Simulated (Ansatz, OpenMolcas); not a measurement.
## GeH4 (germane): a line through the functionals

GeH4: 5 atoms, total charge 0, spin state singlet. As SMILES, `[GeH4]`. The shape is that of a PBE0-D4/def2-TZVP optimisation.

The vertical ionisation energy (to the doublet cation) y, in eV, basis def2-TZVP; a is the functional's share of exact exchange. Programs: Ansatz 0.2.0, OpenMolcas 26.06.

| functional | program | a | y (eV) |
| --- | --- | --- | --- |
| TPSS | OpenMolcas | 0 | 12.05 |
| BLYP | Ansatz | 0 | 11.82 |
| B3LYP | Ansatz | 0.2 | ? |
| r2SCAN0 | Ansatz | 0.25 | 12.27 |
| PBE0 | Ansatz | 0.25 | 12.18 |
| BHLYP | Ansatz | 0.5 | 12.34 |

Q: Fit y = c + s·a to the known rows and predict B3LYP.

A: 
1. Means of the 5 rows: a = 0.2000, y = 12.132.
2. Σ(Δa)² = 0.175, Σ(Δa·Δy) = 0.1505, so the slope is 0.1505/0.175 = 0.86.
3. Intercept: 12.132 − (0.86) × 0.2000 = 11.960. The largest residual of the fit is 0.14.
4. B3LYP: 11.960 + (0.86) × 0.2 = 12.13 eV.

The run gave 12.21 eV, so the prediction is off by -0.08 eV, within the scatter of the fit. The rows mix families of semi-local functionals, which the line can't see.

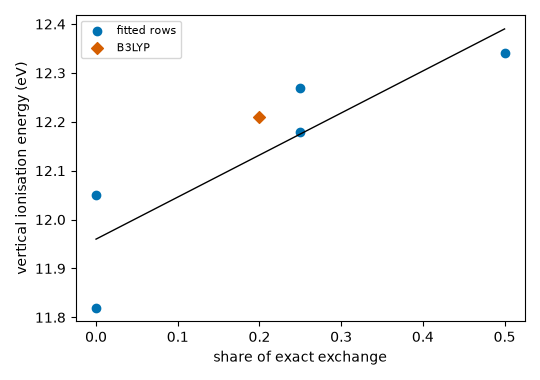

The fitted line, with the withheld row.
